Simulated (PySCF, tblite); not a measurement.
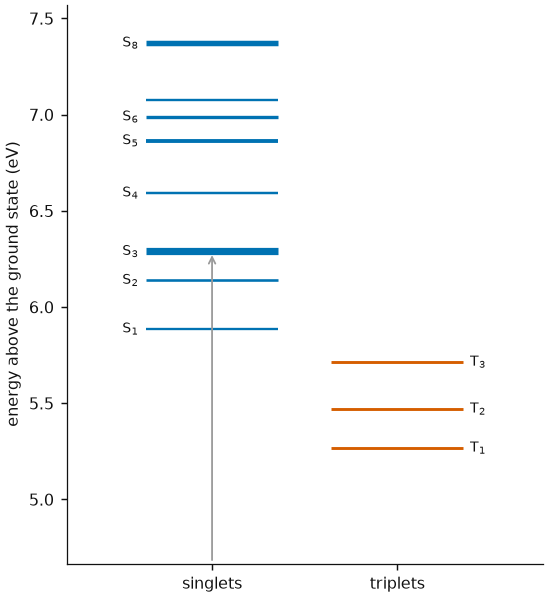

State diagram of C₅H₉FSSi, SMILES C#C[C@](F)(CC)[SiH2]S. Vertical TDDFT excitations, CAM-B3LYP/def2-SVPD in PySCF 2.14.0, at a GFN2-xTB geometry (a minimum by its frequencies), gas phase. Triplets in the Tamm-Dancoff approximation; only the lowest 8 singlets and 3 triplets were computed. Thicker singlet lines are brighter; the arrow marks the brightest. S0, at zero, lies below the range drawn.

> What is the vertical gap between S1 and T1?

0.62 eV: S1 at 5.89 eV, T1 at 5.27 eV.

> What are the energy, strength and character of the state that the arrow marks?

S3 at 6.29 eV (197 nm), f = 0.025, mixed, the largest part being HOMO → LUMO (35 %).

> What character does the calculation give T1?

Mixed, the largest part being HOMO−2 → LUMO (29 %).

Caveats: the tight-binding geometry is rougher than a DFT one and adds to the error; one conformer of a flexible molecule; core orbitals are frozen in the response.
